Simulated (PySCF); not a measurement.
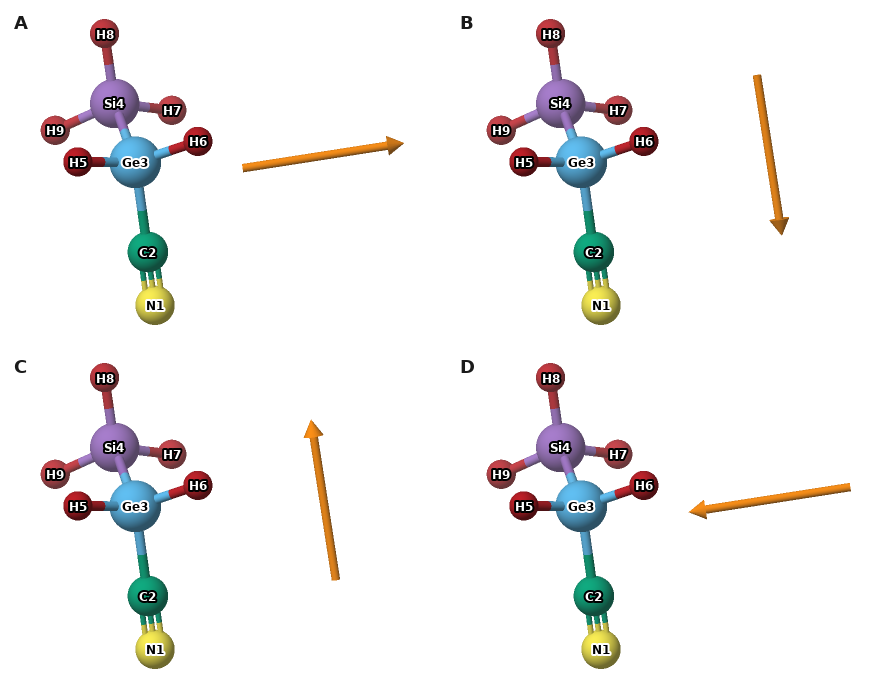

The same molecule four times, each with an arrow. The geometry was computed by an optimisation with PBE0-D3(BJ)/def2-SVP. No frequency run is at hand to confirm it as a minimum. Properties computed with PBE0/def2-SVPD, gas phase (PySCF 2.14.0).

Which arrow points along the dipole moment, from the negative to the positive end?

Answer. C. The dipole moment is 4.17 D; it points from the side of N1 to the side of H8 (the outermost atoms at the two ends).
